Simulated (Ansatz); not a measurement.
**MgH2 (P4_2/mnm): the G0W0 gap against the k mesh**

How dense a mesh does GW need for MgH2 (P4_2/mnm), and how does the time grow?

Main program and level: Ansatz 0.2.0; G0W0 on PBE, plane waves, PAW; PAW set soft_1.

**1. Set-up**

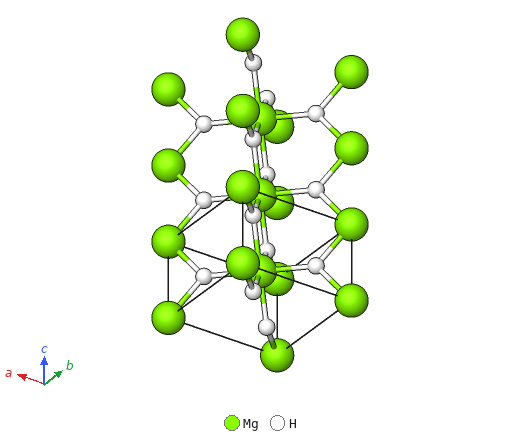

The starting structure, seen from a free direction (magnesium green, hydrogen white). 1×1×3 cells are drawn. Some periodic images of atoms are drawn too.

Coordinates:

```cif
data_structure
_symmetry_space_group_name_H-M 'P4_2/mnm'
_symmetry_Int_Tables_number 136
_cell_length_a 4.5168
_cell_length_b 4.5168
_cell_length_c 3.0205
_cell_angle_alpha 90.000
_cell_angle_beta 90.000
_cell_angle_gamma 90.000
_cell_volume 61.62
loop_
_atom_site_label
_atom_site_type_symbol
_atom_site_symmetry_multiplicity
_atom_site_Wyckoff_symbol
_atom_site_fract_x
_atom_site_fract_y
_atom_site_fract_z
_atom_site_occupancy
Mg1 Mg 2 a 0.00000 0.00000 0.00000 1
H1 H 4 f 0.30600 0.30600 0.00000 1
```

The cell and positions come from the Crystallography Open Database and are kept as given unless a step says otherwise.

**2. The 2×2×4 mesh**

G0W0 replaces the xc potential by the self-energy, built once from these orbitals. Only a window of levels is corrected, while the sums run over the empty bands that the input names. This step takes PAW set soft_1 files.

Contents of input.yaml:

```yaml
crystal:
  lattice:
    - [4.5168, 0.0, 0.0]
    - [0.0, 4.5168, 0.0]
    - [0.0, 0.0, 3.0205]
  atoms:
    - { symbol: Mg, position: [0.0, 0.0, 0.0] }
    - { symbol: Mg, position: [0.5, 0.5, 0.5] }
    - { symbol: H, position: [0.306, 0.306, 0.0] }
    - { symbol: H, position: [0.194, 0.806, 0.5] }
    - { symbol: H, position: [0.694, 0.694, 0.0] }
    - { symbol: H, position: [0.806, 0.194, 0.5] }
kpoints:
  mp_grid: { grid: [2, 2, 4] }
hamiltonian:
  xc: pbe
  pseudopotentials: { kind: paw, azcp: { folder: soft_1 } }
scf:
  occupations: { method: fixed }
gw:
  n_empty_bands: 139
  ecut_chi: 100
  qp_bands: [v2, c2]
  qp_kpoints: band_edges
  screening: { model: contour_deformation }
```

Started as:

```bash
> ansatz run input.yaml --threads 2 --pin off --max-ram 92160MiB --backend cuda --events-out ev --progress --plain --runs-dir out --devices 1 --max-vram 13GiB
```

Numbers of over 12 decimals in the logs are rounded to 6 here.

Log:

```text
GPUs: using 1 of 1 available (devices: 1).
Engine: ansatz 0.2.0, x86_64-unknown-linux-gnu
Pseudopotentials: kind: paw
Pseudopotential: Mg, paw, valence charge 10, recommended cutoff 420 eV (normal), soft_1/Mg.paw.azcp
Pseudopotential: H, paw, valence charge 1, recommended cutoff 420 eV (normal), soft_1/H.paw.azcp
Functional definition: PBE
  parameter kappa = 0.804
  parameter beta = 0.066725
  exchange = pbe_x(kappa = kappa, mu = beta*pi^2/3)
  correlation = pbe_c(beta = beta)
device memory: the entry about to start is reckoned to put 0.5 GiB on a device that reports 45.7 GiB free (of which the cap on the GPU budget leaves the run 13.0 GiB)
GPU FFT provider: cuFFT
GPU libraries: cuBLAS 13.8.2, cuFFT 12.4.0, cuSOLVER 12.3.4
Crystal: 6 atoms, lattice volume = 61.623 Å³
Basis set: ecut = 420 eV, 1195 PW (Γ)
Bands: 18, of which v1, the nominal top of the filled ones, is band 12 counted from 1 (11 counted from 0)
Symmetry: 16 space group operations
Space group: P42/mnm (ITA 136), of the structure as read, at distance tolerance 3.9e-5 Å
k-points: 9 of 16
Non-local potential: Mg, projectors of the file, l = 0: 3, l = 1: 2, l = 2: 1
Non-local potential: H, projectors of the file, l = 0: 2, l = 1: 1
PAW form: soft (Blöchl's): semilocal exchange-correlation on the pseudo side does not see the compensation charge
PAW one-centre angular grid: Mg, 110 points (default); XC on 64 Gauss nodes
PAW one-centre angular grid: H, 110 points (default); XC on 64 Gauss nodes
Initial density: superposition of atomic densities (chi_scale 0.1, normalization cell, long waves kept (reshape's long-wave potential 0.00 eV rms))
Initial wavefunctions: pseudopotential atomic-orbital guess
GPU buffer pool allocated for 24576 grid points (all kernels)
GPU transforms: local potential and band sums: pruned to the plane-wave sphere, on 32×32×24
Functional: x = pbe(κ = 0.804, μ = 0.219515), c = pbe(β = 0.066725)
SCF iter   1: F=—  HF=-3913.153907 eV  |F-HF|=—  |Δ(HF+E_count)|=         —  Δρ=7.88e-2  dr2=3.36e0  ethr=3.10e-3  ⟨swp⟩=4.6  Hψ=712  notcnv=0  defer=21
preconditioner: auto → none  [insulator: Δε(μ)=4.809 eV  Ē_g=10.577 eV  n_scr=10 (ndim 8)  ℏωp=13.4 eV  f_vac=0.000  ε∞_Penn≈2.6]
SCF iter   2: F=—  HF=-3912.185157 eV  |F-HF|=—  |Δ(HF+E_count)|=   9.69e-1  Δρ=2.55e-2  dr2=3.84e-1  ethr=3.10e-3  ⟨swp⟩=2.0  Hψ=297  notcnv=0  defer=26
SCF iter   3: F=—  HF=-3912.094396 eV  |F-HF|=—  |Δ(HF+E_count)|=   9.08e-2  Δρ=2.49e-3  dr2=1.47e-3  ethr=1.60e-3  ⟨swp⟩=2.0  Hψ=200  notcnv=0  defer=34
SCF iter   4: F=—  HF=-3912.096940 eV  |F-HF|=—  |Δ(HF+E_count)|=   2.54e-3  Δρ=3.75e-4  dr2=3.73e-5  ethr=6.12e-6  ⟨swp⟩=2.1  Hψ=200  notcnv=0  defer=36
SCF iter   5: F=—  HF=-3912.097019 eV  |F-HF|=—  |Δ(HF+E_count)|=   7.93e-5  Δρ=1.75e-5  dr2=1.25e-7  ethr=1.56e-7  ⟨swp⟩=2.2  Hψ=215  notcnv=0  defer=36
SCF iter   6: F=-3912.097020 eV  HF=-3912.097020 eV  |F-HF|=1.09e-10  |Δ(HF+E_count)|=   2.80e-7  Δρ=1.74e-6  dr2=1.05e-9  ethr=4.17e-10  ⟨swp⟩=8.2  Hψ=751  notcnv=0
SCF 1 converged in 6 iterations: F = -3912.097020 eV  dr2 = 1.05e-9
[...]
device memory: the entry about to start is reckoned to put 0.6 GiB on a device that reports 45.7 GiB free (of which the cap on the GPU budget leaves the run 13.0 GiB)
NSCF: frozen V_eff on 9 k-points, pencils in batches of 32, up to order 72
[...]
device memory: the entry about to start is reckoned to put 1.9 GiB on a device that reports 45.7 GiB free (of which the cap on the GPU budget leaves the run 13.0 GiB)
NSCF: frozen V_eff on 9 k-points
G₀W₀ screening: q 1/9
[... further progress lines ...]
SCF converged after 6 iterations
Free energy (F): -3912.097020 eV
Harris-Foulkes:  -3912.097020 eV  (|F-HF|=1.09e-10)
Internal energy: -3912.097020 eV  (E = F + TS)
E sigma→0 (E₀):  -3912.097020 eV
Fermi energy:    1.710889 eV
--- Per-component energies (eV) ---
  E_band       = -753.436047
  E_kinetic    = 196.288690
  E_local      = -3637.702921  (includes V_loc(G=0)·N_el)
  E_nonlocal   = 391.543721
  E_hartree    = 1251.389787
  E_xc         = -89.933505
  E_vxc        = -116.053925  (∫ρ·V_xc dr)
  E_paw        = -604.542612  (= ΣΔE_a)
  E_vpaw       = -90.284355  (= ΣTr[D̂ρ^β])
  E_aug_tail   = -0.005136  (compensation charges beyond the density's cutoff)
  E_ewald      = -1419.135044
  E_smearing   = -0.000000  (= −TS)
  E_closure    = 0.000000  (closes the sum)
  Σ components = -3912.097020   (vs F -3912.097020, Δ=0.00e0)
--- Band table (eV; the first three rows and the last of 9) ---
  k-point 0: bands = [... 8 lower, -4.6344, 0.3550, 0.3550, 1.2919, 6.5244, 6.8644, 10.8923, 10.8923, ... 2 higher]
  k-point 1: bands = [... 8 lower, -3.7127, 0.9281, 0.9281, 1.0758, 6.9071, 7.5494, 9.3583, 10.7337, ... 2 higher]
  k-point 2: bands = [... 8 lower, -1.2290, -1.2290, 1.7109, 1.7109, 8.0202, 8.0202, 8.5690, 8.5690, ... 2 higher]
  k-point 8: bands = [... 8 lower, -0.1113, -0.1113, 0.8570, 0.8570, 5.6237, 5.6237, 5.9558, 5.9558, ... 2 higher]
--- G₀W₀: contour deformation, 6 samples at zero and on the imaginary axis and 1 off it, 16 q-points, 139 empty bands' worth ---
  eigenvalues of the whole cell's RPA ε∞ on this k-mesh (on a slab, of 1 + 4πα/V) = 3.6752, 4.0888, 4.0888; static W/v taken at q = 0 is 0.250116
  bands read: the sum over 151 bands ends inside a degenerate multiplet in 7 slots, whose members it reads at an even weight; the widest, k=2: bands 151 to 152 (counted from 1) at 1/2 each
  gw.qp_kpoints: band_edges: 6 of 9 stored k-points solved, in 1 pass; an edge of the gap read off the rows below is read off those points alone
    valence top: of the k-points left out ik 1 came nearest to being solved in a further pass, in band 12 (counted from 1, as in the quasiparticle table): it holds the edge there only if its correction is more favourable than any solved in that band by at least 0.546 eV; those differ by 0.147 eV
    conduction bottom: of the k-points left out ik 1 came nearest to being solved in a further pass, in band 13 (counted from 1, as in the quasiparticle table): it holds the edge there only if its correction is more favourable than any solved in that band by at least 1.046 eV; those differ by 0.370 eV
    ik  band        ε_KS         Σx   Σc(E_QP)       V_xc       Z   E_QP_lin       E_QP  E_QP is
     0    11      0.3550   -15.6352     2.9622   -11.2557  0.7478    -1.1027    -1.0623  root
     0    12      1.2919   -15.2162     2.3645   -11.6100  0.7623     0.0261     0.0503  root
     0    13      6.5244    -2.6498    -3.7830    -6.7859  0.8103     6.8790     6.8775  root
     0    14      6.8644    -5.7824    -3.8302   -10.2542  0.7955     7.5109     7.5059  root
     2    11      1.7109   -15.6037     2.5058   -11.7669  0.7627     0.3526     0.3798  root
     2    12      1.7109   -15.6037     2.5058   -11.7669  0.7627     0.3526     0.3798  root
     2    13      8.0202    -5.5624    -4.1661   -10.4520  0.7926     8.7511     8.7436  root
     2    14      8.0202    -5.5624    -4.1661   -10.4520  0.7926     8.7511     8.7436  root
     3    11      1.2825   -15.5096     2.6272   -11.5188  0.7590    -0.1119    -0.0811  root
     3    12      1.2825   -15.5096     2.6272   -11.5188  0.7590    -0.1119    -0.0811  root
     3    13      7.1029    -4.1297    -3.9592    -8.6448  0.8022     7.6627     7.6588  root
     3    14      7.1029    -4.1297    -3.9592    -8.6448  0.8022     7.6627     7.6588  root
     4    11      1.4757   -15.5353     2.5503   -11.6399  0.7611     0.1018     0.1306  root
     4    12      1.4757   -15.5353     2.5503   -11.6399  0.7611     0.1018     0.1306  root
[...]
5    14      6.9136    -4.9035    -3.7650    -9.1956  0.7985     7.4440     7.4406  root
     8    11      0.8570   -15.1541     2.6479   -11.1180  0.7581    -0.5645    -0.5313  root
     8    12      0.8570   -15.1541     2.6479   -11.1180  0.7581    -0.5645    -0.5313  root
     8    13      5.6237    -5.1846    -3.7425    -9.5172  0.8061     6.2177     6.2138  root
     8    14      5.6237    -5.1846    -3.7425    -9.5172  0.8061     6.2177     6.2138  root
```

Elapsed: 8.3 s, on 1 × NVIDIA H100 80GB HBM3 (shared by 6 runs) with 2 threads of AMD EPYC 7R13 (Zen 3), shared host; peak memory 1 GiB; 6.1 s of CPU time.

Numbers from this step:

```
bands summed                                 : 151
RPA ε∞ on this mesh (eigenvalues)            : 3.675, 4.089, 4.089
plane waves in the screening matrix          : 145
q-points in the mesh                         : 16
G0W0 gap on the mesh                         : 5.834 eV
k of the valence top                         : 0, 0, -0.5
k of the conduction bottom                   : -0.5, -0.5, -0.5
starting gap on the mesh                     : 3.913 eV
Z at the valence top                         : 0.7627
Z at the conduction bottom                   : 0.8061
least direct G0W0 gap on the computed points : 6.745 eV
```

The gap on the mesh goes from 3.91 eV to 5.83 eV, a correction of +1.92 eV. Between the two edge states, bare exchange in place of the xc potential would open the gap by 8.17 eV, and correlation takes back 6.25 eV.

**3. The 4×4×4 mesh**

Only the mesh changes. It samples the long-range screening, which converges on its own terms.

input.yaml: that of step 2 with these lines changed.

```diff
@@ -13,3 +13,3 @@
 kpoints:
-  mp_grid: { grid: [2, 2, 4] }
+  mp_grid: { grid: [4, 4, 4] }
 hamiltonian:
```

Log:

```text
GPUs: using 1 of 1 available (devices: 1).
[...]
GPU FFT provider: cuFFT
GPU libraries: cuBLAS 13.8.2, cuFFT 12.4.0, cuSOLVER 12.3.4
Crystal: 6 atoms, lattice volume = 61.623 Å³
Basis set: ecut = 420 eV, 1195 PW (Γ)
Bands: 18, of which v1, the nominal top of the filled ones, is band 12 counted from 1 (11 counted from 0)
Symmetry: 16 space group operations
[...]
k-points: 18 of 64
[...]
GPU buffer pool allocated for 24576 grid points (all kernels)
[...]
SCF iter   1: F=—  HF=-3913.214379 eV  |F-HF|=—  |Δ(HF+E_count)|=         —  Δρ=7.79e-2  dr2=3.29e0  ethr=3.10e-3  ⟨swp⟩=4.7  Hψ=1430  notcnv=0  defer=46
[...]
SCF iter   6: F=-3912.183520 eV  HF=-3912.183520 eV  |F-HF|=2.00e-11  |Δ(HF+E_count)|=   2.84e-7  Δρ=1.63e-6  dr2=8.72e-10  ethr=4.17e-10  ⟨swp⟩=8.2  Hψ=1519  notcnv=0
SCF 1 converged in 6 iterations: F = -3912.183520 eV  dr2 = 8.72e-10
[...]
0    11      0.3370   -15.4032     2.7332   -11.2530  0.7528    -1.1184    -1.0799  root
     0    12      1.2698   -15.0576     2.2097   -11.6033  0.7651     0.0014     0.0252  root
     0    13      6.5045    -2.9099    -3.5308    -6.8207  0.8187     6.8860     6.8844  root
     0    14      6.8515    -5.9855    -3.6054   -10.2560  0.8022     7.5215     7.5166  root
     2    11      1.6895   -15.4255     2.3306   -11.7602  0.7661     0.3282     0.3548  root
     2    12      1.6895   -15.4255     2.3306   -11.7602  0.7661     0.3282     0.3548  root
     2    13      8.0068    -5.6087    -4.0777   -10.4537  0.7955     8.7824     8.7740  root
     2    14      8.0068    -5.6087    -4.0777   -10.4537  0.7955     8.7824     8.7740  root
[...]
17    11      0.8360   -15.0747     2.5608   -11.1172  0.7591    -0.5943    -0.5606  root
    17    12      0.8360   -15.0747     2.5608   -11.1172  0.7591    -0.5943    -0.5606  root
    17    13      5.6151    -5.2607    -3.6244    -9.5221  0.8108     6.2563     6.2520  root
    17    14      5.6151    -5.2607    -3.6244    -9.5221  0.8108     6.2563     6.2520  root
[key lines of the parts left out:]
SCF converged after 6 iterations
Free energy (F): -3912.183520 eV
Fermi energy:    1.709112 eV
```

Elapsed: 12 s, on 1 × NVIDIA H100 80GB HBM3 (shared by 6 runs) with 2 threads; peak memory 1.1 GiB.

Numbers from this step:

```yaml
bands_summed: 151
rpa_eps_infinity_on_this_mesh_eigenvalues: 3.650, 3.655, 3.655
plane_waves_in_the_screening_matrix: 145
q_points_in_the_mesh: 64
g0w0_gap_on_the_mesh: 5.851 eV
k_of_the_valence_top: 0, 0.25, 0
k_of_the_conduction_bottom: -0.5, -0.5, -0.5
starting_gap_on_the_mesh: 3.906 eV
z_at_the_valence_top: 0.7676
z_at_the_conduction_bottom: 0.8108
least_direct_g0w0_gap_on_the_computed_points: 6.651 eV
```

Against the run with 2×2×4 mesh, 139 empty bands, screening to 100 eV, PAW set soft_1 files, the gap moves by +0.017 eV. A band edge is found at another k point on this mesh.

**4. The 4×4×6 mesh**

input.yaml: that of step 3 with these lines changed.

```diff
@@ -13,3 +13,3 @@
 kpoints:
-  mp_grid: { grid: [4, 4, 4] }
+  mp_grid: { grid: [4, 4, 6] }
 hamiltonian:
```

Log:

```text
GPUs: using 1 of 1 available (devices: 1).
[...]
GPU FFT provider: cuFFT
GPU libraries: cuBLAS 13.8.2, cuFFT 12.4.0, cuSOLVER 12.3.4
Crystal: 6 atoms, lattice volume = 61.623 Å³
Basis set: ecut = 420 eV, 1195 PW (Γ)
Bands: 18, of which v1, the nominal top of the filled ones, is band 12 counted from 1 (11 counted from 0)
Symmetry: 16 space group operations
[...]
k-points: 24 of 96
[...]
1    14      6.9601    -2.8142    -3.6114    -6.8224  0.8167     7.3586     7.3568  root
[...]
23    11      0.8359   -15.0530     2.5405   -11.1173  0.7597    -0.5927    -0.5594  root
    23    12      0.8359   -15.0530     2.5405   -11.1173  0.7597    -0.5927    -0.5594  root
    23    13      5.6150    -5.2766    -3.6077    -9.5221  0.8117     6.2570     6.2528  root
    23    14      5.6150    -5.2766    -3.6077    -9.5221  0.8117     6.2570     6.2528  root
[key lines of the parts left out:]
SCF converged after 6 iterations
Free energy (F): -3912.182833 eV
Fermi energy:    1.708974 eV
```

Elapsed: 14 s, on 1 × NVIDIA H100 80GB HBM3 (shared by 6 runs) with 2 threads; peak memory 1.1 GiB.

Numbers from this step:

```
bands summed                                 : 151
RPA ε∞ on this mesh (eigenvalues)            : 3.655, 3.655, 3.666
plane waves in the screening matrix          : 145
G0W0 gap on the mesh                         : 5.853 eV
k of the valence top                         : 0, 0.25, 0
k of the conduction bottom                   : -0.5, -0.5, -0.5
starting gap on the mesh                     : 3.906 eV
least direct G0W0 gap on the computed points : 6.650 eV
```

Against the run with 4×4×4 mesh, 139 empty bands, screening to 100 eV, PAW set soft_1 files, the gap moves by +0.002 eV.

**5. The 4×4×8 mesh**

input.yaml: that of step 4 with these lines changed.

```diff
@@ -13,3 +13,3 @@
 kpoints:
-  mp_grid: { grid: [4, 4, 6] }
+  mp_grid: { grid: [4, 4, 8] }
 hamiltonian:
```

Log:

```text
GPUs: using 1 of 1 available (devices: 1).
[...]
GPU FFT provider: cuFFT
GPU libraries: cuBLAS 13.8.2, cuFFT 12.4.0, cuSOLVER 12.3.4
Crystal: 6 atoms, lattice volume = 61.623 Å³
Basis set: ecut = 420 eV, 1195 PW (Γ)
Bands: 18, of which v1, the nominal top of the filled ones, is band 12 counted from 1 (11 counted from 0)
Symmetry: 16 space group operations
[...]
k-points: 30 of 128
[...]
1    14      6.9333    -5.9770    -3.6739   -10.3530  0.8032     7.6409     7.6353  root
[...]
29    11      0.8358   -15.0395     2.5275   -11.1173  0.7600    -0.5920    -0.5589  root
    29    12      0.8358   -15.0395     2.5275   -11.1173  0.7600    -0.5920    -0.5589  root
    29    13      5.6150    -5.2877    -3.5961    -9.5221  0.8122     6.2576     6.2534  root
    29    14      5.6150    -5.2877    -3.5961    -9.5221  0.8122     6.2576     6.2534  root
[key lines of the parts left out:]
SCF converged after 6 iterations
Free energy (F): -3912.182934 eV
Fermi energy:    1.710758 eV
```

Elapsed: 38 s, on 1 × NVIDIA H100 80GB HBM3 (shared by 6 runs) with 2 threads; peak memory 1.2 GiB.

This step gave:

| Item | Value |
| --- | --- |
| bands summed | 151 |
| RPA ε∞ on this mesh (eigenvalues) | 3.654, 3.654, 3.663 |
| plane waves in the screening matrix | 145 |
| G0W0 gap on the mesh | 5.855 eV |
| k of the valence top | 0, 0.25, 0 |
| k of the conduction bottom | -0.5, -0.5, -0.5 |
| starting gap on the mesh | 3.904 eV |
| least direct G0W0 gap on the computed points | 6.651 eV |

Against the run with 4×4×6 mesh, 139 empty bands, screening to 100 eV, PAW set soft_1 files, the gap moves by +0.002 eV.

**6. The 6×6×8 mesh**

input.yaml: that of step 5 with these lines changed.

```diff
@@ -13,3 +13,3 @@
 kpoints:
-  mp_grid: { grid: [4, 4, 8] }
+  mp_grid: { grid: [6, 6, 8] }
 hamiltonian:
```

Log:

```text
GPUs: using 1 of 1 available (devices: 1).
[...]
GPU FFT provider: cuFFT
GPU libraries: cuBLAS 13.8.2, cuFFT 12.4.0, cuSOLVER 12.3.4
Crystal: 6 atoms, lattice volume = 61.623 Å³
Basis set: ecut = 420 eV, 1195 PW (Γ)
Bands: 18, of which v1, the nominal top of the filled ones, is band 12 counted from 1 (11 counted from 0)
Symmetry: 16 space group operations
[...]
k-points: 50 of 288
[...]
1    14      6.9331    -5.9972    -3.6534   -10.3530  0.8039     7.6410     7.6355  root
[...]
49    11      0.8356   -15.0329     2.5214   -11.1173  0.7602    -0.5917    -0.5587  root
    49    12      0.8356   -15.0329     2.5214   -11.1173  0.7602    -0.5917    -0.5587  root
    49    13      5.6149    -5.2943    -3.5876    -9.5222  0.8126     6.2594     6.2552  root
    49    14      5.6149    -5.2943    -3.5876    -9.5222  0.8126     6.2594     6.2552  root
[key lines of the parts left out:]
SCF converged after 6 iterations
Free energy (F): -3912.183531 eV
Fermi energy:    1.744247 eV
```

The job ended after 77 s (1 × NVIDIA H100 80GB HBM3 (shared by 6 runs) with 2 threads; peak memory 1.3 GiB).

Numbers from this step:

```
bands summed                                 : 151
RPA ε∞ on this mesh (eigenvalues)            : 3.639, 3.639, 3.661
plane waves in the screening matrix          : 145
G0W0 gap on the mesh                         : 5.713 eV
k of the valence top                         : 0.1667, 0.1667, 0.125
k of the conduction bottom                   : 0.3333, 0.3333, -0.5
starting gap on the mesh                     : 3.799 eV
least direct G0W0 gap on the computed points : 6.498 eV
```

Against the run with 4×4×8 mesh, 139 empty bands, screening to 100 eV, PAW set soft_1 files, the gap moves by −0.14 eV, while the start moved by −0.11 eV. A band edge is found at another k point on this mesh.

**7. The meshes together**

Times are wall times on 1 × NVIDIA H100 80GB HBM3 (shared by 6 runs) with 2 threads of AMD EPYC 7R13 (Zen 3), shared host, good to a factor of about two.

```csv
mesh,points,irreducible,start (eV),G0W0 (eV),shift (eV),RPA ε∞ (mean),time
2×2×4,16,9,3.913,5.834,+1.921,3.95,8.3 s
4×4×4,64,18,3.906,5.851,+1.945,3.65,12 s
4×4×6,96,24,3.906,5.853,+1.947,3.66,14 s
4×4×8,128,30,3.904,5.855,+1.951,3.66,38 s
6×6×8,288,50,3.799,5.713,+1.914,3.65,77 s
```

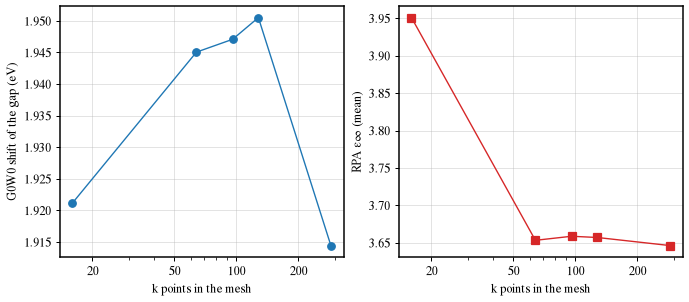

Shift and screening against the mesh.

**8. Outcome**

```
2×2×4    : 5.834 eV (shift +1.921)
4×4×4    : 5.851 eV (shift +1.945)
4×4×6    : 5.853 eV (shift +1.947)
4×4×8    : 5.855 eV (shift +1.951)
6×6×8    : 5.713 eV (shift +1.914)
settings : PBE start, 139 empty bands, 100 eV
```

The shift is +1.92 eV on 2×2×4 and +1.91 eV on 6×6×8. On 6×6×8 the edges lie at (0.167, 0.167, 0.125) and (0.333, 0.333, 0.500), on 4×4×8 at (0.000, 0.250, 0.000) and (0.500, 0.500, 0.500), so these two shifts belong to different pairs of states. The RPA ε∞ (mean) ranges from 3.65 to 3.95 and ends at 3.65. The starting gap changes too, by 0.11 eV, since the meshes hold different points and converge the density differently. From 16 to 288 points the time grows 9.2-fold. Bands and cutoff are modest here, so the values stand off the basis limit.

[Paths, hosts, dates, memory and timing lines, banners, echoed tables and standing remarks are left out of the program output.]

[Logs are printed without paths, hosts, clocks, repeated set-up lines and the standing remarks that a program may print on its own settings, such as how far it seeks lower states.]

[Runs of the session that timed out or met a known fault of the program may be left out.]

[Cells called generated may have been cut or substituted from an entry of the Crystallography Open Database or the Materials Project.]

[Hosts, paths, dates, database ids (printed as entryN), source tags and the programs' standing remarks are cut or masked in the printed files.]
